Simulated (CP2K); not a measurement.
# GFN0-xTB run of CH3ClFSbSi (SMILES F[SiH]1[CH2][Sb]1[Cl])

Aim: the energy change on altering one bond length of CH3ClFSbSi at GFN0-xTB, from 2 runs. 

The calculation is run with CP2K 2026.2.

3 further runs of the same task are left out: 1 that didn't finish, 2 set aside as unsound or not needed.

## (1) Starting point

CH3ClFSbSi: 8 atoms, total charge 0, spin state singlet. As SMILES, `F[SiH]1[CH2][Sb]1[Cl]`. Geometry: a GFN2-xTB relaxation, a rough one for these elements and not checked as a minimum.

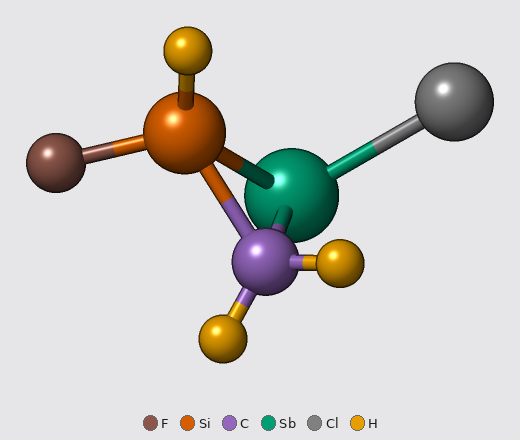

Viewed from a chosen angle; fluorine brown, silicon orange, carbon purple, antimony teal, chlorine grey, hydrogen amber.

## (2) Energy and forces at GFN0-xTB

molecule.inp

```
&GLOBAL
    PROJECT_NAME molecule
    RUN_TYPE ENERGY_FORCE
    PRINT_LEVEL MEDIUM
&END GLOBAL
&FORCE_EVAL
    METHOD Quickstep
    &DFT
        CHARGE 0
        MULTIPLICITY 1
        &QS
            METHOD XTB
            EPS_DEFAULT 1.0E-10
            &XTB
                GFN_TYPE 0
                CHECK_ATOMIC_CHARGES F
            &END XTB
        &END QS
        # cluster boundary conditions
        &POISSON
            PERIODIC NONE
            POISSON_SOLVER ANALYTIC
        &END POISSON
        # self-consistent field
        &SCF
            SCF_GUESS ATOMIC
            EPS_SCF 1.0E-07
            MAX_SCF 150
            ADDED_MOS 2
            &DIAGONALIZATION
                ALGORITHM STANDARD
            &END DIAGONALIZATION
            &MIXING
                METHOD DIRECT_P_MIXING
                ALPHA 0.4
            &END MIXING
        &END SCF
        &PRINT
            &MOMENTS
                PERIODIC F
                REFERENCE COM
                MAX_MOMENT 1
            &END MOMENTS
            &MO ON
                ENERGIES T
                OCCUPATION_NUMBERS T
                NDIGITS 6
                &EACH
                    QS_SCF 0
                &END EACH
                ADD_LAST NUMERIC
            &END MO
            &HIRSHFELD OFF
            &END HIRSHFELD
        &END PRINT
    &END DFT
    &SUBSYS
        &CELL
            ABC [angstrom] 12.9 13.4 14.4
            PERIODIC NONE
        &END CELL
        &COORD
            F     -1.395900    -0.273060     1.932780
            Si    -0.397740     0.473930     0.891830
            C      0.476430    -0.812680    -0.135710
            Sb    -1.115590    -0.026940    -1.515070
            Cl     0.336090     1.591510    -2.477920
            H      0.268090     1.493020     1.669720
            H      1.471570    -0.590950    -0.487040
            H      0.357050    -1.854840     0.121400
        &END COORD
        &TOPOLOGY
            &CENTER_COORDINATES
            &END CENTER_COORDINATES
        &END TOPOLOGY
    &END SUBSYS
    # extra output
    &PRINT
        &FORCES ON
        &END FORCES
    &END PRINT
&END FORCE_EVAL
```

Started as:

```console
$ OMP_NUM_THREADS=1 cp2k.psmp -i molecule.inp -o molecule.out
```

The log of the run:

```text
CP2K| version string:                                       CP2K version 2026.2
[...]
 GLOBAL| Method name                                                        CP2K
[...]
 GLOBAL| Run type                                                   ENERGY_FORCE
[...]
                             - Atoms:                                          8
[...]
                             - Spherical basis functions:                     41
[...]
 Number of electrons:                                                         30
[...]
 TB_DIPOLE| Moment [Debye]         -3.43124452      -0.23234177       0.53879708
 TB_DIPOLE| Derivative [a.u.]       0.00000000       0.00000000       0.00000000
[...]
 ENERGY| Total FORCE_EVAL ( QS ) energy [hartree]            -16.340508450296554
 FORCES| Atomic forces [hartree/bohr]
 FORCES|   Atom     x               y               z               |f|
 FORCES|      1 -2.44880804E-03 -2.97980991E-03  6.85054604E-03   7.86167342E-03
 FORCES|      2 -2.45946269E-03 -1.00754698E-03 -1.37762846E-02   1.40303287E-02
 FORCES|      3  1.58960600E-03  2.68030095E-03  4.35540957E-03   5.35541343E-03
 FORCES|      4 -1.40885076E-03  9.71721568E-03  9.99877362E-03   1.40137295E-02
 FORCES|      5  1.14463646E-03  8.65912515E-04 -3.10628428E-03   3.42184149E-03
 FORCES|      6 -2.49201029E-03 -5.50727918E-03 -7.38238793E-03   9.54148264E-03
 FORCES|      7  4.98797708E-03 -9.68289847E-04  7.09673385E-04   5.13041294E-03
 FORCES|      8  1.08691223E-03 -2.80050322E-03  2.35055416E-03   3.81435464E-03
 FORCES| Sum    -1.60678762E-16 -9.32413868E-17  2.34187669E-17
 FORCES| Total atomic force                                       1.87243316E-16
[...]
```

Wall time 0.47 s (1 thread of Arm Neoverse N1, shared host); peak memory 0.14 GiB.

## (3) The distorted shape

molecule.inp

```
&global
   project molecule
   run_type ENERGY_FORCE
   print_level MEDIUM
&end global
&force_eval
   method QUICKSTEP
   &dft
      &qs
         method XTB
         eps_default 1.0E-10
         &xtb
            gfn_type 0
            check_atomic_charges F
         &end xtb
      &end qs
      &poisson
         periodic NONE
         poisson_solver ANALYTIC
      &end poisson
      # self-consistent field
      &scf
         scf_guess ATOMIC
         eps_scf 1.0E-07
         max_scf 150
         added_mos 2
         &diagonalization
            algorithm STANDARD
         &end diagonalization
         &mixing
            method DIRECT_P_MIXING
            alpha 0.4
         &end mixing
      &end scf
      &print
         &moments
            periodic F
            reference COM
            max_moment 1
         &end moments
         &mo ON
            energies T
            occupation_numbers T
            ndigits 6
            &each
               qs_scf 0
            &end each
            add_last NUMERIC
         &end mo
         &hirshfeld OFF
         &end hirshfeld
      &end print
   &end dft
   &subsys
      &cell
         abc 12.8 13.4 14.3
         periodic NONE
      &end cell
      &coord
         F     -1.296057    -0.198341     1.828657
         Si    -0.397740     0.473930     0.891830
         C      0.476430    -0.812680    -0.135710
         Sb    -1.115590    -0.026940    -1.515070
         Cl     0.336090     1.591510    -2.477920
         H      0.268090     1.493020     1.669720
         H      1.471570    -0.590950    -0.487040
         H      0.357050    -1.854840     0.121400
      &end coord
      &topology
         &center_coordinates
         &end center_coordinates
      &end topology
   &end subsys
   &print
      &forces ON
      &end forces
   &end print
&end force_eval
```

Started as:

```console
$ OMP_NUM_THREADS=1 cp2k.psmp -i molecule.inp > molecule.out 2>&1
```

The log of the run:

```text
CP2K| version string:                                       CP2K version 2026.2
[...]
 GLOBAL| Method name                                                        CP2K
[...]
 GLOBAL| Run type                                                   ENERGY_FORCE
[...]
                             - Atoms:                                          8
[...]
                             - Spherical basis functions:                     41
[...]
 Number of electrons:                                                         30
[...]
 TB_DIPOLE| Moment [Debye]         -4.25146692      -0.70647579       1.75528262
 TB_DIPOLE| Derivative [a.u.]       0.00000000       0.00000000       0.00000000
[...]
 ENERGY| Total FORCE_EVAL ( QS ) energy [hartree]            -16.319465905375676
 FORCES| Atomic forces [hartree/bohr]
 FORCES|   Atom     x               y               z               |f|
 FORCES|      1 -9.73977172E-02 -7.35635066E-02  1.04693537E-01   1.60806224E-01
 FORCES|      2  8.59642083E-02  6.61128556E-02 -1.05725083E-01   1.51454772E-01
 FORCES|      3  4.39591170E-03  2.44010230E-03  2.48419710E-03   5.60797416E-03
 FORCES|      4 -1.59805050E-03  1.01155750E-02  8.28310407E-03   1.31715009E-02
 FORCES|      5  1.65955313E-03  9.63615874E-04 -3.85418140E-03   4.30550652E-03
 FORCES|      6  9.40086771E-04 -1.89745727E-03 -8.35066203E-03   8.61496741E-03
 FORCES|      7  4.95295236E-03 -1.44622171E-03 -8.35676429E-05   5.16045326E-03
 FORCES|      8  1.08305545E-03 -2.72496322E-03  2.55265621E-03   3.88773551E-03
 FORCES| Sum     3.90312782E-18 -7.71951947E-17  1.45716772E-16
 FORCES| Total atomic force                                       1.64947598E-16
[...]
```

Wall time 0.47 s (1 thread of Arm Neoverse N1, shared host); peak memory 0.14 GiB.

## (4) What came out

Level: GFN0-xTB.

```
                                                          quantity         value
                                         first shape: total energy  -16.34051 Eh
            first shape: dipole moment (from atomic charges alone)        3.48 D
                                          first shape: HOMO energy      -9.99 eV
                                          first shape: LUMO energy      -7.44 eV
                                        first shape: HOMO–LUMO gap       2.54 eV
                                    first shape: dispersion energy  -6.83 kJ/mol
                             first shape: largest force on an atom    0.721 eV/Å
                                     distorted shape: total energy  -16.31947 Eh
        distorted shape: dipole moment (from atomic charges alone)        4.65 D
                                      distorted shape: HOMO energy      -9.93 eV
                                      distorted shape: LUMO energy      -7.39 eV
                                    distorted shape: HOMO–LUMO gap       2.54 eV
                                distorted shape: dispersion energy  -6.88 kJ/mol
                         distorted shape: largest force on an atom    8.269 eV/Å
energy change with the F1–Si2 bond shortened from 1.624 to 1.462 Å      0.573 eV
```

What this shows: With the F1–Si2 bond shortened from 1.624 to 1.462 Å the energy rises by 0.57 eV (13.2 kcal/mol). The first shape isn't relaxed at this level, so the change isn't measured from a minimum. The largest force (first shape) is 0.72 eV/Å: the shape isn't a stationary point for this species at this level. The dipole (first shape) comes from point charges on the atoms alone, without atomic dipoles, so it is partial. The dipole (distorted shape) comes from point charges on the atoms alone, without atomic dipoles, so it is partial.
